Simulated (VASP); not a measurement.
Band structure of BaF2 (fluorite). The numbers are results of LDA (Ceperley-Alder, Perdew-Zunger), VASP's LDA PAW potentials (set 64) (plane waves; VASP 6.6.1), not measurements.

Unless said otherwise, spin-orbit coupling is left out, though it shifts the bands of the heavy elements here.

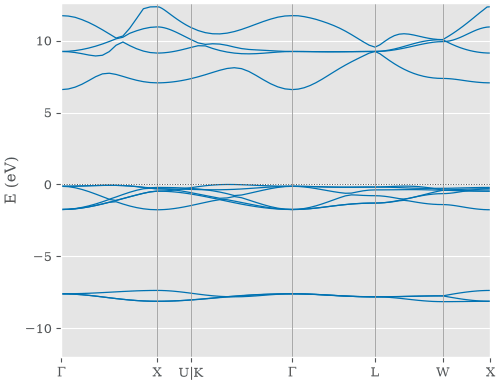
Bands along high-symmetry lines, zero at the valence-band maximum or, without a gap, the Fermi level

Q: Read the plot: is there a gap, and where are the band edges?

A: The gap is indirect, 6.60 eV, from the valence maximum at K-Γ at 0.36 to the conduction minimum at Γ. (Edges off the drawn lines would not show.)

Measured: gap 10.50 eV (computed value off by -3.90 eV), as given by Andrés Aguado et al., Journal of the Physical Society of Japan (1999), arXiv:cond-mat/9901145.

The compound is BaF2 in the fluorite structure. It was relaxed first, which changed the volume by -5 %.
